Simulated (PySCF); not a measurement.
Consider C2H5F3SSi.

Input

```
{"job": {"kind": "uv", "xc": "B3LYP", "basis": "def2-SVPD", "nstates": 8, "ntriplets": 3}, "charge": 0, "multiplicity": 1}
F     -1.428102    -1.331579     1.319526
C     -1.618308    -0.166370     0.674441
F     -2.892408    -0.179979     0.250239
F     -1.550236     0.791045     1.617380
C     -0.628122     0.046088    -0.423986
Si     1.123412     0.040618     0.318635
S      2.385340     0.341448    -1.388074
H     -0.761858    -0.748637    -1.157323
H     -0.861723     0.992901    -0.909872
H      1.286532     1.153209     1.245959
H      1.418276    -1.255109     0.917084
H      3.528396     0.315679    -0.725316
```

Launched as:

```sh
OMP_NUM_THREADS=1 python probes_run.py task.json out
```

Geometry: GFN2-xTB.

Method: B3LYP/def2-SVPD, SCF density, gas phase (PySCF 2.14.0).

Q: Predict the electron density and electron localisation function between the atoms.

A: C–F (1.34 Å): ρ at the midpoint is about 2.4 e/Å³, with its minimum of 1.9 e/Å³ about 0.5 Å from C; the ELF peaks at about 0.85 between the atoms: a shared but strongly polarised pair.
C–C (1.49 Å): ρ is about 1.8 e/Å³ halfway; the ELF peaks at about 1 between the atoms; a shared electron pair.
C–Si (1.90 Å): the density is about 0.92 e/Å³ at the midpoint; the ELF peaks at about 0.95 between the atoms (localised, covalent bonding).
Si–S (2.14 Å): the density is about 0.82 e/Å³ at the midpoint; the ELF peaks at about 0.95 between the atoms (a shared electron pair).

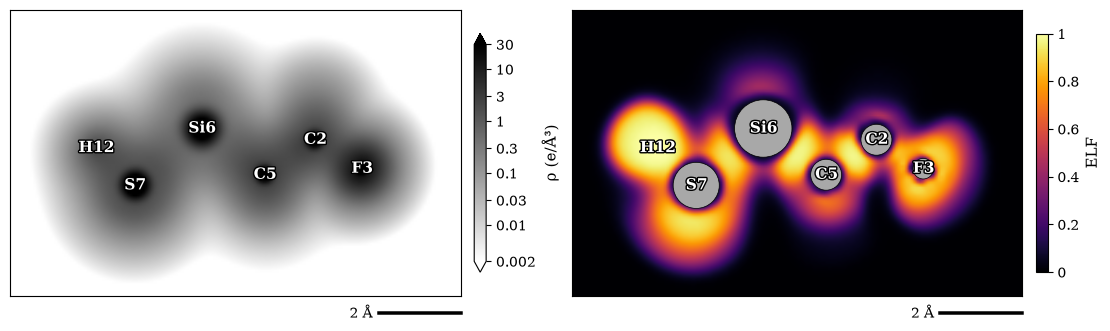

Computed electron density and electron localisation function on the plane of atoms C2, C5 and Si6, in this order. Grey discs cover the atomic cores in the ELF map. 
